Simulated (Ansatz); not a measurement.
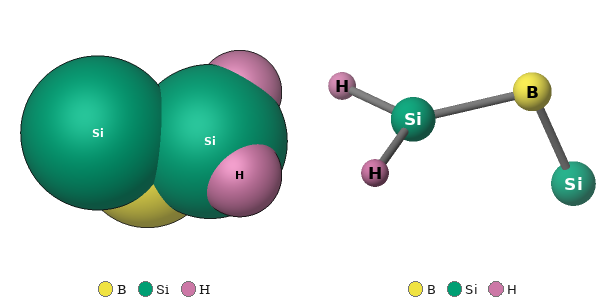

Two views of one molecule.

Charge 0, doublet. Computed geometry: PBE0-D4/def2-TZVP optimisation. No frequency run is at hand to confirm it as a minimum.

What is the molecular formula?

Answer. BH₂Si₂, 5 atoms: 1 boron, 2 hydrogen and 2 silicon.

What is the point group of this geometry?

Answer. Cs.

How many atoms are distinct by symmetry?

Answer. 4: 1 B, 1 Si, 1 Si, 2 H.

How many bonds of each kind are drawn?

Answer. 2 B–Si, 2 Si–H. Sticks follow a distance rule.

More results for the same structure follow; atom numbers are the same in all pictures, views and colours differ.

**Shape**

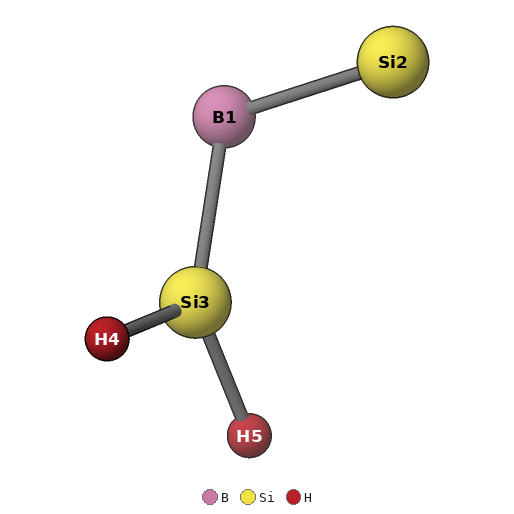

No frequency run is at hand to confirm it as a minimum.

Give the bond lengths.

```
  bond  length (Å)
B1–Si2       1.861
B1–Si3       1.856
Si3–H4       1.486
Si3–H5       1.486
```

**Electronic properties**

No frequency run is at hand to confirm it as a minimum. Method: UKS r2SCAN-D4/def2-TZVPP (Ansatz 0.2.0).

Estimate the ⟨S²⟩ of the determinant.

Answer. 0.767.

**Dipole moment**

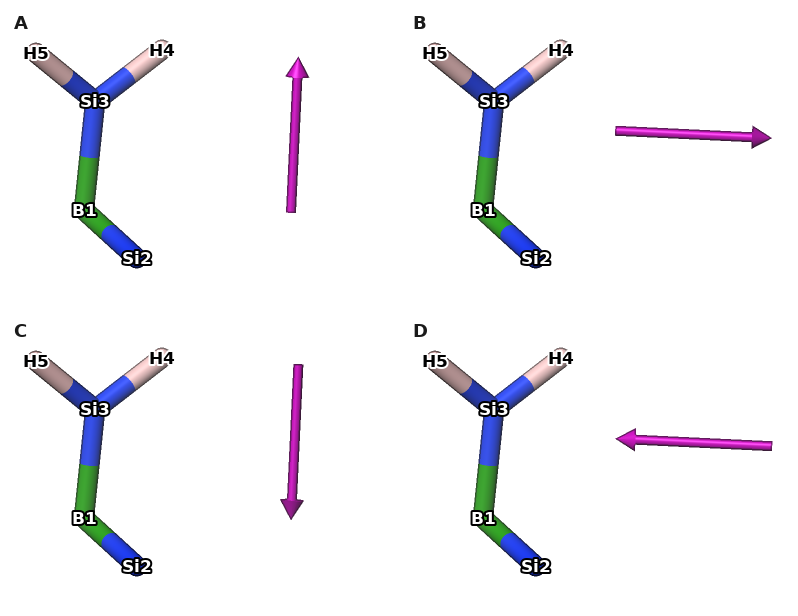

The same molecule four times, each with an arrow. No frequency run is at hand to confirm it as a minimum. Properties computed with UKS PBE0-D4/def2-TZVP (Ansatz 0.2.0).

Which arrow points along the dipole moment, from the negative to the positive end?

Answer. A. The dipole moment is 1.27 D; it points from the side of Si2 to the side of H4, H5 (the outermost atoms at the two ends).

**Charges**

The questions are on Mulliken charges. No frequency run is at hand to confirm it as a minimum. Level of theory: UKS PBE0-D4/def2-TZVP (Ansatz 0.2.0).

List the Mulliken charges.

```
atom  value (e)
  B1       0.00
 Si2      −0.03
 Si3       0.00
  H4       0.01
  H5       0.01
```

Mulliken values depend strongly on the basis set and can even reverse the polarity of a bond.
